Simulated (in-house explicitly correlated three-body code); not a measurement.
Two electrons around a point charge Z = 0.97. Computed variationally in 260 exponentially correlated functions with an in-house code, non-relativistic, converged to about 10⁻⁷ hartree. The exact exchange and correlation energies are −357.7 and −42.98 millihartree. Wanted, and plotted below: the errors of AM05, BLYP, BP86, LDA (VWN5), M06-L, OLYP, PBEsol, PW91, RPBE and TPSS, evaluated on the exact density.

By the size of the summed error (millihartree): OLYP −1.4, TPSS −1.6, PW91 −1.7, BLYP −1.9, M06-L +3.2, RPBE −6.4, AM05 +9.9, BP86 −11, PBEsol +12, LDA (VWN5) +13. Errors of exchange and correlation cancel by a quarter or more for OLYP (−16 and +14), TPSS (−13 and +12), PW91 (−14 and +12), BLYP (−16 and +14), M06-L (−11 and +14), RPBE (−20 and +14), AM05 (+27 and −17), BP86 (−16 and +5.6) and LDA (VWN5) (+40 and −26).

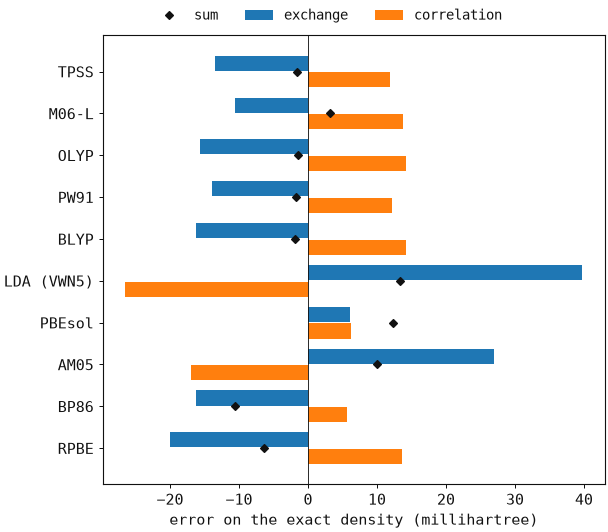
